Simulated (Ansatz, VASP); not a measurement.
# ZnCu2SnS4: VASP beside Ansatz

One calculation is typed for both programs; each brings its own data sets and cutoff. How far apart do they land? The cell is taken from a series of runs on this material, whose earlier steps may have relaxed or scaled it; both programs get it as it stands.

Calculated with Ansatz 0.2.0; plane waves, with VASP 6.6.1 beside it; single point at PBE.

### 1. The structure

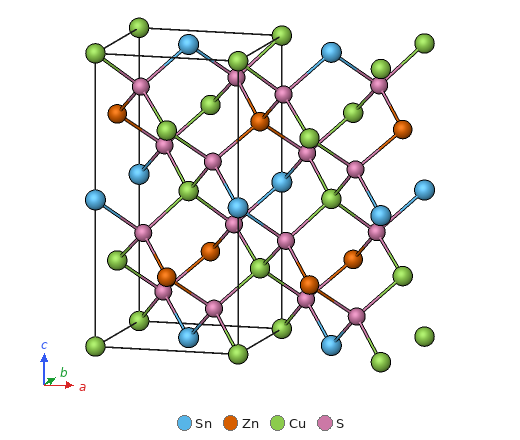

The starting structure, seen slightly off an axis (tin blue, zinc orange, copper green, sulfur pink). 2×1×1 cells are drawn. This picture shows the conventional cell, with its axes. Bonds to atoms that aren't drawn are left out. Some periodic images of atoms are drawn too.

### 2. VASP: single point, PBE

With cell and atoms fixed, the geometry can't cause a difference; cores, projectors, grids and the points listed under the comparison can.

Lines of VASP's logs that name or quote its potential files are left out, and so is its time.

The input, INCAR:

```
SYSTEM = ZnCu2SnS4
PREC = Accurate
ENCUT = 750
EDIFF = 1E-06
NELM = 100
ISMEAR = -1
SIGMA = 0.05
LREAL = .FALSE.
ALGO = Normal
GGA = PE
NBANDS = 59
LORBIT = 11
LWAVE = .FALSE.
LCHARG = .FALSE.
KPAR = 2
ISIF = 2
```

The input, POSCAR:

```
ZnCu2SnS4
1.0
   -2.7171000000      2.7171000000      5.4248000000
    2.7171000000     -2.7171000000      5.4248000000
    2.7171000000      2.7171000000     -5.4248000000
Sn Zn Cu S
1 1 2 4
Direct
    0.5000000000      0.5000000000      0.0000000000
    0.2500000000      0.7500000000      0.5000000000
    0.7500000000      0.2500000000      0.5000000000
    0.0000000000      0.0000000000      0.0000000000
    0.6279900000      0.6283900000      0.5128000000
    0.8848100000      0.3720100000      0.0004000000
    0.1155900000      0.1151900000      0.4872000000
    0.3716100000      0.8844100000      0.9996000000
```

The input, KPOINTS:

```
Automatic mesh
0
Gamma
7 7 7
0 0 0
```

PAW data sets: Sn_d_GW, Zn_sv_GW, Cu_sv_GW and S_GW (PBE family, release 64).

On the command line:

```sh
$ mpirun -np 2 vasp_std
```

Numbers of over 12 decimals in the logs are rounded to 6 here.

Log:

```text
[banner, memory and clock lines left out]
running    2 mpi-ranks, on    1 nodes
 distrk:  each k-point on    1 cores,    2 groups
 distr:  one band on    1 cores,    1 groups

 POSCAR found type information on POSCAR SnZnCuS
 POSCAR found :  4 types and       8 ions
 LDA part: xc-table for (Slater+PW92), standard interpolation
 POSCAR, INCAR and KPOINTS ok, starting setup
 FFT: planning ... GRIDC
 FFT: planning ... GRID_SOFT
 FFT: planning ... GRID
 WAVECAR not read
 entering main loop
       N       E                     dE             d eps       ncg     rms          rms(c)
DAV:   1     0.221145344208E+04    0.22115E+04   -0.53541E+04  9999   0.956E+03
DAV:   2     0.425085589446E+03   -0.17864E+04   -0.17236E+04 11390   0.200E+03
DAV:   3     0.345826529691E+02   -0.39050E+03   -0.36960E+03 12245   0.885E+02
DAV:   4    -0.234303945508E+02   -0.58013E+02   -0.53125E+02 12023   0.349E+02
DAV:   5    -0.327405549950E+02   -0.93102E+01   -0.88721E+01 12210   0.162E+02    0.134E+01
DAV:   6    -0.342376286859E+02   -0.14971E+01   -0.44296E+01 12248   0.252E+02    0.111E+01
DAV:   7    -0.323634275660E+02    0.18742E+01   -0.13364E+01 10688   0.180E+02    0.470E+00
DAV:   8    -0.326549648356E+02   -0.29154E+00   -0.38830E+00 12272   0.406E+01    0.338E+00
DAV:   9    -0.326088051950E+02    0.46160E-01   -0.96883E-01 11704   0.388E+01    0.115E+00
DAV:  10    -0.326174427217E+02   -0.86375E-02   -0.17917E-01 12232   0.172E+01    0.608E-01
DAV:  11    -0.326153612483E+02    0.20815E-02   -0.53092E-02 11688   0.101E+01    0.145E-01
DAV:  12    -0.326170596466E+02   -0.16984E-02   -0.18751E-02 12264   0.208E+00    0.124E-01
DAV:  13    -0.326173145299E+02   -0.25488E-03   -0.41747E-03 12168   0.176E+00    0.663E-02
DAV:  14    -0.326174150175E+02   -0.10049E-03   -0.12293E-03 12256   0.706E-01    0.238E-02
DAV:  15    -0.326174429195E+02   -0.27902E-04   -0.35941E-04 12256   0.321E-01    0.125E-02
DAV:  16    -0.326174537872E+02   -0.10868E-04   -0.11744E-04 12264   0.175E-01    0.761E-03
DAV:  17    -0.326174566347E+02   -0.28475E-05   -0.39484E-05 10064   0.126E-01    0.161E-03
DAV:  18    -0.326174582430E+02   -0.16083E-05   -0.15354E-05  8232   0.584E-02    0.188E-03
DAV:  19    -0.326174587351E+02   -0.49206E-06   -0.63113E-06  6832   0.505E-02
   1 F= -.32617459E+02 E0= -.32617298E+02  d E =-.321855E-03
```

From OUTCAR (step 2):

```text
ion  position               nearest neighbor table
   1  0.500  0.500  0.000-   5 2.41   6 2.41   7 2.41   8 2.41
   2  0.250  0.750  0.500-   5 2.33   6 2.33   7 2.33   8 2.33
   3  0.750  0.250  0.500-   6 2.33   7 2.33   8 2.33   5 2.33
   4  0.000  0.000  0.000-   8 2.33   5 2.33   7 2.33   6 2.33
   5  0.628  0.628  0.513-   2 2.33   4 2.33   3 2.33   1 2.41
   6  0.885  0.372  0.000-   2 2.33   4 2.33   3 2.33   1 2.41
   7  0.116  0.115  0.487-   2 2.33   4 2.33   3 2.33   1 2.41
   8  0.372  0.884  1.000-   2 2.33   4 2.33   3 2.33   1 2.41

  LATTYP: Found a body centered tetragonal cell.
 ALAT       =     5.4342000000
 C/A-ratio  =     1.9965404291

 Subroutine GETGRP returns: Found  4 space group operations
 (whereof  4 operations were pure point group operations)

The static configuration has the point symmetry S_4 .

 Found     52 irreducible k-points:

   k-points           NKPTS =     52   k-points in BZ     NKDIM =     52   number of bands    NBANDS=     59

   dimension x,y,z NGX =    60 NGY =   60 NGZ =   60
   dimension x,y,z NGXF=   120 NGYF=  120 NGZF=  120

   ENCUT  =  750.0 eV  55.12 Ry    7.42 a.u.  14.84 14.84 14.84*2*pi/ulx,y,z

   NELECT =      96.0000    total number of electrons

 k-points in reciprocal lattice and weights: Automatic mesh
   0.00000000  0.00000000  0.00000000       0.003
   0.14285714 -0.00000000  0.00000000       0.023
   0.28571429 -0.00000000  0.00000000       0.023
   0.42857143 -0.00000000  0.00000000       0.023
   0.14285714  0.14285714  0.00000000       0.023
   0.28571429  0.14285714  0.00000000       0.023
  -0.28571429 -0.14285714  0.42857143       0.023
   0.42857143  0.14285714  0.00000000       0.023
  -0.42857143 -0.14285714 -0.42857143       0.023
[...]
-0.42857143  0.42857143  0.42857143       0.012
  -0.42857143 -0.42857143  0.42857143       0.006

 average (electrostatic) potential at core
       1 -76.8106       2 -78.6551       3 -90.9594       4 -90.9887       5 -90.5453
       6 -90.5453       7 -90.5453       8 -90.5453

 E-fermi :   4.9463

 k-point     1 :       0.0000    0.0000    0.0000
  band No.  band energies     occupation
    ...
     44       3.2579      2.00000
     45       3.4078      2.00000
     46       4.6831      1.98971
     47       4.6831      1.98971
     48       4.7643      1.94886
     49       5.0495      0.22522
     50       6.7914      0.00000
     51       7.6580      0.00000
     52       8.5490      0.00000
     53       8.5493      0.00000
    ...

 k-point     2 :       0.1429   -0.0000    0.0000
  band No.  band energies     occupation
    ...
     44       3.3615      2.00000
     45       3.4603      2.00000
     46       4.2014      2.00000
     47       4.5284      1.99953
     48       4.6804      1.99024
     49       5.6370      0.00000
     50       7.0921      0.00000
     51       7.8262      0.00000
     52       8.3588      0.00000
     53       8.4305      0.00000
    ...

 k-point     3 :       0.2857   -0.0000    0.0000
  band No.  band energies     occupation
    ...
     44       3.4269      2.00000
     45       3.5340      2.00000
     46       3.8889      2.00000
     47       4.1712      2.00000
     48       4.5120      1.99966
     49       6.1924      0.00000
     50       7.7568      0.00000
     51       7.8833      0.00000
     52       8.1410      0.00000
     53       8.5819      0.00000
    ...

  Total        1.6237484      1.6237484      1.5236419     -0.0000001      0.0000000      0.0000000
  in kB       16.2395632     16.2395632     15.2383705     -0.0000014      0.0000000      0.0000000
  external PRESSURE =      15.9058323 kB  Pullay stress =       0.0000000 kB

  energy-cutoff  :      750.00
  volume of cell :      160.20
      direct lattice vectors                 reciprocal lattice vectors
    -2.717100000  2.717100000  5.424800000     0.000000000  0.184019727  0.092169297
     2.717100000 -2.717100000  5.424800000     0.184019727  0.000000000  0.092169297
     2.717100000  2.717100000 -5.424800000     0.184019727  0.184019727  0.000000000

 POSITION                                       TOTAL-FORCE (eV/Angst)
 -----------------------------------------------------------------------------------
      0.00000      0.00000      5.42480         0.000000     -0.000000      0.000000
      2.71710      0.00000      2.71240        -0.000000     -0.000000      0.000000
      0.00000      2.71710      2.71240         0.000000     -0.000000      0.000000
      0.00000      0.00000      0.00000        -0.000000     -0.000000      0.000000
      1.39442      1.39224      4.03377         0.152768      0.560302     -0.195685
     -1.39224      1.39442      6.81583        -0.560302      0.152768      0.195685
      1.32268      1.32486     -1.39103        -0.152768     -0.560302     -0.195685
      4.10934      1.32268      1.39103         0.560302     -0.152768      0.195685
 -----------------------------------------------------------------------------------
    total drift:                                0.000001      0.000001      0.000001

  FREE ENERGIE OF THE ION-ELECTRON SYSTEM (eV)
  ---------------------------------------------------
  free  energy   TOTEN  =       -32.6174587351 eV

  energy  without entropy=      -32.6171368798  energy(sigma->0) =      -32.61729781

 total charge
# of ion       s       p       d       f       tot
--------------------------------------------------
    1        1.054   1.056  10.159   0.049  12.318
    2        2.292   6.201   9.445   0.003  17.941
    3        2.224   6.335   8.987   0.003  17.550
    4        2.225   6.335   8.986   0.003  17.549
    5        1.311   2.356   0.054   0.000   3.721
    6        1.311   2.356   0.054   0.000   3.721
    7        1.311   2.356   0.054   0.000   3.721
    8        1.311   2.356   0.054   0.000   3.721
--------------------------------------------------
tot         13.041  29.349  37.794   0.060  80.243

[... 3 further parts left out ...]
```

The run ends at a pressure of 1.59 GPa, with forces up to 0.61 eV/Å.

### 3. Ansatz: single point, PBE

Ansatz runs on its default PAW (the set named soft_2) files.

The same cell, functional, mesh and smearing now go to Ansatz, which takes its cutoff from its data sets.

The input, input.yaml:

```yaml
crystal:
  lattice:
    - [-2.7171, 2.7171, 5.4248]
    - [2.7171, -2.7171, 5.4248]
    - [2.7171, 2.7171, -5.4248]
  atoms:
    - { symbol: Sn, position: [0.5, 0.5, 0.0] }
    - { symbol: Zn, position: [0.25, 0.75, 0.5] }
    - { symbol: Cu, position: [0.75, 0.25, 0.5] }
    - { symbol: Cu, position: [0.0, 0.0, 0.0] }
    - { symbol: S, position: [0.62799, 0.62839, 0.5128] }
    - { symbol: S, position: [0.88481, 0.37201, 0.0004] }
    - { symbol: S, position: [0.11559, 0.11519, 0.4872] }
    - { symbol: S, position: [0.37161, 0.88441, 0.9996] }
hamiltonian:
  xc: pbe
  pseudopotentials: { kind: paw }
kpoints:
  mp_grid: { grid: [7, 7, 7] }
scf:
  occupations: { method: fermi_dirac, width: 0.05 }
  n_extra_bands: 6
output:
  forces: true
  stress: true
  eigenvalues: true
  write_density: true
  write_potential: true
  elf: true
  volumetric_format: npy
```

On the command line:

```sh
$ ansatz run input.yaml --threads 4 --pin off --max-ram 9216MiB --backend cpu --events-out ev --progress --plain --runs-dir out
```

Log:

```text
scf.n_extra_bands = 6 over 44 filled bands (N_el = 88.0): the run solves 50 bands
Engine: ansatz 0.2.0, aarch64-unknown-linux-gnu
Pseudopotentials: kind: paw
Pseudopotential: Sn, paw, valence charge 14, recommended cutoff 420 eV (normal), Sn.paw.azcp
Pseudopotential: Zn, paw, valence charge 12, recommended cutoff 420 eV (normal), Zn.paw.azcp
Pseudopotential: Cu, paw, valence charge 19, recommended cutoff 420 eV (normal), Cu.paw.azcp
Pseudopotential: S, paw, valence charge 6, recommended cutoff 420 eV (normal), S.paw.azcp
Functional definition: PBE
  parameter kappa = 0.804
  parameter beta = 0.066725
  exchange = pbe_x(kappa = kappa, mu = beta*pi^2/3)
  correlation = pbe_c(beta = beta)
Crystal: 8 atoms, lattice volume = 160.197 Å³
Basis set: ecut = 420 eV, 3083 PW (Γ), exchange–correlation on 90×90×90 points (8 copies of the dense FFT grid, shifted against one another)
Bands: 50, of which v1, the nominal top of the filled ones, is band 44 counted from 1 (43 counted from 0)
Symmetry: 4 space group operations
Space group: I-4 (ITA 82), of the structure as read, at distance tolerance 5.4e-5 Å
k-points: 52 of 343 (time reversal used)
Non-local potential: Sn, projectors of the file, l = 0: 2, l = 1: 2, l = 2: 2, l = 3: 2
Non-local potential: Zn, projectors of the file, l = 0: 2, l = 1: 2, l = 2: 3, l = 3: 1
Non-local potential: Cu, projectors of the file, l = 0: 3, l = 1: 2, l = 2: 3, l = 3: 1
Non-local potential: S, projectors of the file, l = 0: 2, l = 1: 2, l = 2: 2
PAW form: soft (Blöchl's): semilocal exchange-correlation on the pseudo side does not see the compensation charge
PAW one-centre angular grid: Sn, 590 points (default); XC on 64 Gauss nodes
PAW one-centre angular grid: Zn, 590 points (default); XC on 64 Gauss nodes
PAW one-centre angular grid: Cu, 590 points (default); XC on 64 Gauss nodes
PAW one-centre angular grid: S, 110 points (default); XC on 64 Gauss nodes
Initial density: superposition of atomic densities (neutral atoms: chi_scale 0, normalization atom), corrected by the library's trained network
Initial wavefunctions: pseudopotential atomic-orbital guess
Functional: x = pbe(κ = 0.804, μ = 0.219515), c = pbe(β = 0.066725)
SCF iter   1: F=—  HF=-26205.464143 eV  |F-HF|=—  |Δ(HF+E_count)|=         —  Δρ=9.62e-4  dr2=1.08e-3  ethr=1.77e-3  ⟨swp⟩=7.5  Hψ=11101  notcnv=0
preconditioner: auto → Resta (q_TF=auto, 2.469 Å⁻¹)  ε∞=6.5  [insulator: Δε(μ)=0.299 eV  Ē_g=10.657 eV  σ=0.050 eV  W_gap=0.88  n_scr=36 (ndim 8)  ℏωp=24.9 eV  f_vac=0.037  D(μ)=0.02/eV (n_scr^D=0)  ε∞_Penn≈6.5]
SCF iter   2: F=—  HF=-26205.464793 eV  |F-HF|=—  |Δ(HF+E_count)|=   6.50e-4  Δρ=9.79e-4  dr2=8.47e-4  ethr=1.22e-6  ⟨swp⟩=3.0  Hψ=6706  notcnv=0
SCF iter   3: F=—  HF=-26205.464670 eV  |F-HF|=—  |Δ(HF+E_count)|=   1.23e-4  Δρ=3.43e-4  dr2=1.45e-4  ethr=9.62e-7  ⟨swp⟩=2.0  Hψ=4784  notcnv=0
SCF iter   4: F=—  HF=-26205.464853 eV  |F-HF|=—  |Δ(HF+E_count)|=   1.83e-4  Δρ=1.20e-4  dr2=1.66e-5  ethr=1.65e-7  ⟨swp⟩=2.0  Hψ=3953  notcnv=0
SCF iter   5: F=—  HF=-26205.464949 eV  |F-HF|=—  |Δ(HF+E_count)|=   9.56e-5  Δρ=7.77e-5  dr2=8.78e-6  ethr=1.89e-8  ⟨swp⟩=2.0  Hψ=4733  notcnv=0
SCF iter   6: F=—  HF=-26205.464949 eV  |F-HF|=—  |Δ(HF+E_count)|=   5.99e-7  Δρ=5.50e-5  dr2=4.39e-6  ethr=9.98e-9  ⟨swp⟩=2.0  Hψ=4836  notcnv=0
SCF iter   7: F=—  HF=-26205.464950 eV  |F-HF|=—  |Δ(HF+E_count)|=   7.52e-7  Δρ=2.49e-5  dr2=1.11e-6  ethr=4.99e-9  ⟨swp⟩=2.0  Hψ=3700  notcnv=0
SCF iter   8: F=—  HF=-26205.464951 eV  |F-HF|=—  |Δ(HF+E_count)|=   3.38e-7  Δρ=8.32e-6  dr2=1.61e-7  ethr=1.26e-9  ⟨swp⟩=2.0  Hψ=3952  notcnv=0
SCF iter   9: F=-26205.464951 eV  HF=-26205.464951 eV  |F-HF|=1.83e-8  |Δ(HF+E_count)|=   1.19e-7  Δρ=4.06e-6  dr2=2.64e-8  ethr=1.14e-10  ⟨swp⟩=12.6  Hψ=18337  notcnv=0
SCF 1 converged in 9 iterations: F = -26205.464951 eV  dr2 = 2.64e-8
  greatest PAW one-centre occupation: 1.000 electrons in one spin orbital (limit 2), on the Cu atom at site 2 (counted from 0), in its partial waves of l = 0
SCF converged after 9 iterations
Free energy (F): -26205.464951 eV
Harris-Foulkes:  -26205.464951 eV  (|F-HF|=1.83e-8)
Internal energy: -26205.464645 eV  (E = F + TS)
E sigma→0 (E₀):  -26205.464798 eV
Entropy (-TS):   -0.000305 eV (-0.038 meV/atom)
Fermi energy:    8.250216 eV
--- Per-component energies (eV) ---
  E_band       = -1098.846279
  E_kinetic    = 1347.499051
  E_local      = -14949.580645  (includes V_loc(G=0)·N_el)
  E_nonlocal   = 1493.344391
  E_hartree    = 6721.766127
  E_xc         = -1084.282578
  E_vxc        = -725.308475  (∫ρ·V_xc dr)
  E_paw        = -11709.754579  (= ΣΔE_a)
  E_vpaw       = -1708.323490  (= ΣTr[D̂ρ^β])
  E_aug_tail   = 0.000206  (compensation charges beyond the density's cutoff)
  E_ewald      = -8024.456617
  E_smearing   = -0.000305  (= −TS)
  E_closure    = -0.000000  (closes the sum)
  Σ components = -26205.464951   (vs F -26205.464951, Δ=0.00e0)
--- Forces (eV/Å), atoms counted from 1 ---
  atom   1  Sn    -0.00000000     0.00000000     0.00000000
  atom   2  Zn    -0.00000000    -0.00000000     0.00000000
  atom   3  Cu    -0.00000000     0.00000000     0.00000000
  atom   4  Cu    -0.00000000    -0.00000000     0.00000000
  atom   5  S      0.16177123     0.55841899    -0.20482132
  atom   6  S     -0.55841899     0.16177123     0.20482132
  atom   7  S     -0.16177123    -0.55841899    -0.20482132
  atom   8  S      0.55841899    -0.16177123     0.20482132
  max |Σ_I F_I| component: 1.11e-16 eV/Å
--- Stress (GPa, compression-positive) ---
        2.098794       0.000000      -0.000000
       -0.000000       2.098794      -0.000000
       -0.000000      -0.000000       1.998063
  P = ⅓ Tr σ = 2.0652 GPa (20.652 kbar)
--- Band table (eV; the first three rows and the last of 52) ---
  k-point 0: bands = [... 40 lower, 6.7086, 7.9837, 7.9837, 8.0650, 8.3571, 10.0946, 10.9637, 11.8542, ... 2 higher]
  k-point 1: bands = [... 40 lower, 6.8200, 7.3146, 7.8378, 7.9410, 9.0670, 10.5396, 11.3060, 11.7513, ... 2 higher]
  k-point 2: bands = [... 40 lower, 6.9157, 7.0817, 7.4793, 7.8198, 9.4222, 11.1223, 11.2710, 11.6581, ... 2 higher]
  k-point 51: bands = [... 40 lower, 6.9662, 7.1621, 7.1904, 7.3261, 9.6104, 10.1947, 10.3786, 10.8268, ... 2 higher]
```

In the SCF lines HF is the Harris–Foulkes energy and dr2 the Hartree energy of the density residual, in eV; the loop may stop once dr2 is under the threshold and the program's other checks hold. Hψ counts applications of the Hamiltonian.

The run ends at a pressure of 2.07 GPa, with forces up to 0.62 eV/Å.

### 4. Comparison

Known differences besides the PAW data sets themselves: the data sets hold 88 valence electrons in Ansatz (default PAW (the set named soft_2) files) and 96 in VASP; the cutoff is 420 eV in Ansatz and 750 eV in VASP; VASP leaves aspherical gradient terms in its spheres out (LASPH is not set), Ansatz keeps them. Total energies have different zeros and are not compared.

The two programs side by side:

```csv
quantity,Ansatz,VASP,difference
pressure (GPa),2.07,1.59,+0.47
gap on the k mesh (eV),0.292,0.285,+0.007
```

Forces (eV/Å; atoms numbered as in POSCAR):

```
atom          Ansatz x, y, z            VASP x, y, z
 Sn1     0.000, 0.000, 0.000     0.000, 0.000, 0.000
 Zn2     0.000, 0.000, 0.000     0.000, 0.000, 0.000
 Cu3     0.000, 0.000, 0.000     0.000, 0.000, 0.000
 Cu4     0.000, 0.000, 0.000     0.000, 0.000, 0.000
  S5    0.162, 0.558, -0.205    0.153, 0.560, -0.196
  S6    -0.558, 0.162, 0.205    -0.560, 0.153, 0.196
  S7  -0.162, -0.558, -0.205  -0.153, -0.560, -0.196
  S8    0.558, -0.162, 0.205    0.560, -0.153, 0.196
```

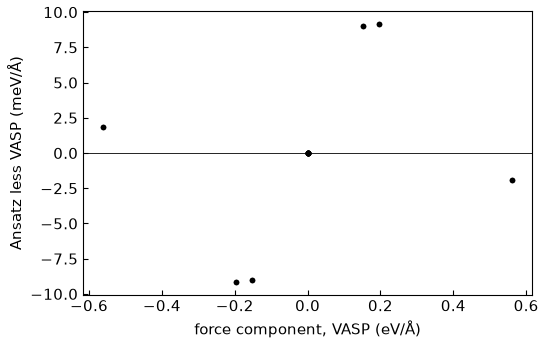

Difference of the force components against their size.

The forces differ by 5.3 meV/Å r.m.s., which is 2.1 % of the r.m.s. force of 0.25 eV/Å (both taken over all components). Ansatz's pressure holds a Pulay correction of 0.06 GPa; VASP's holds none.

### 5. Looking for the cause

How far does this hang on the set-up? Further runs change one program's set-up at a time, as the table lists.

| run | r.m.s. force difference (% of the r.m.s. force) |
| --- | --- |
| as above | 2.1 |
| VASP with the data sets Sn_d, Zn, Cu and S_h and a cutoff of 650 eV | 5.9 |

### 6. What came out

- r.m.s. force difference (single point, PBE): 2.1 % of the r.m.s. force

The r.m.s. force difference is 2.1 % of the r.m.s. force (single point, PBE), within the 3 % picked in this series as the mark of a large difference. For single point, PBE: no further run halves the r.m.s. force difference (one raises it to 5.9 % of the r.m.s. force). Differences of this kind measure data sets and numerical settings, not the functional's error against experiment.

[Lines on the potential files, build, host, timing and source positions are cut from VASP's logs without a mark.]

[Logs are printed without paths, hosts, clocks, repeated set-up lines and the standing remarks that a program may print on its own settings, such as how far it seeks lower states.]

[Hosts, paths, dates, database ids (printed as entryN), source tags and the programs' standing remarks are cut or masked in the printed files.]
